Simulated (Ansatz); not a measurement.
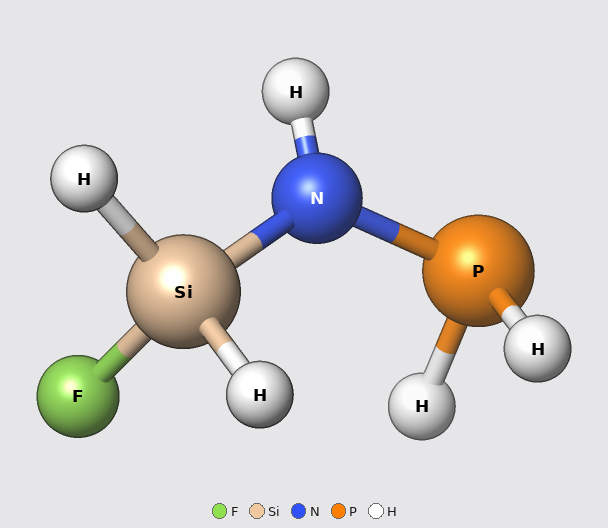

Starting geometry of the run.

Input file:

```yaml
crystal:
  periodic: [false, false, false]
  atoms:
    - {symbol: F, position_ang: [-1.177646, 1.605201, -0.844540]}
    - {symbol: Si, position_ang: [0.273733, 0.987265, -0.576473]}
    - {symbol: N, position_ang: [0.234385, -0.712271, -0.415831]}
    - {symbol: P, position_ang: [-0.336115, -1.631049, 0.917189]}
    - {symbol: H, position_ang: [1.114935, 1.328898, -1.746004]}
    - {symbol: H, position_ang: [0.739289, 1.580149, 0.695329]}
    - {symbol: H, position_ang: [0.436502, -1.280585, -1.223242]}
    - {symbol: H, position_ang: [0.357771, -0.969560, 1.967769]}
    - {symbol: H, position_ang: [-1.554355, -0.954249, 1.208703]}
basis:
  gaussian: {orbitals: def2-SVP}
hamiltonian: {xc: {name: LC-wPBE}}
accuracy: high
```

Command:

```sh
ansatz run in.yaml --threads 2 --pin off --events-out ev --progress --plain --max-ram 4352MiB
```

What the program printed:

```
Functional definition: LC-wPBE
  name "LC-wPBE"
  cite "Vydrov & Scuseria, J. Chem. Phys. 125, 234109 (2006) doi:10.1063/1.2409292"
  cite "Heyd & Scuseria, J. Chem. Phys. 120, 7274 (2004) doi:10.1063/1.1668634"
  cite "Ernzerhof & Perdew, J. Chem. Phys. 109, 3313 (1998) doi:10.1063/1.476928"
  cite "Perdew, Burke & Ernzerhof, Phys. Rev. Lett. 77, 3865 (1996) doi:10.1103/PhysRevLett.77.3865"
  parent pbe
  parameter omega = 0.4/bohr
  exchange = pbe_x_sr(omega) + exact_x_lr(omega)
  correlation = pbe_c
1977 factors; integrals over basis functions are off by at most 3.7e-9 eV
528 factors; integrals over basis functions are off by at most 2.2e-9 eV
mean field evaluation 1: about -21436.7806 eV, gradient 4.4e1 eV
mean field evaluation 2: about -21437.2236 eV, gradient 4.3e1 eV
mean field evaluation 4: about -21440.3794 eV, gradient 9.3e-1 eV
mean field evaluation 8: about -21440.3926 eV, gradient 5.2e-2 eV
mean field evaluation 16: about -21440.3926 eV, gradient 3.3e-5 eV
mean field -21440.39257512 eV, -787.9198943157 hartree, gradient 8.6e-8 eV, S^2 0.000000; 0 other end points of the search recorded, 0 dependent functions left out
reference -21440.39257512 eV, -787.9198943157 hartree; 25, 25 occupied and 64, 64 virtual orbitals, 1977 factors
Total energy: -21440.39257512 eV, -787.9198943157 hartree
```

The calculation finished and met its thresholds.
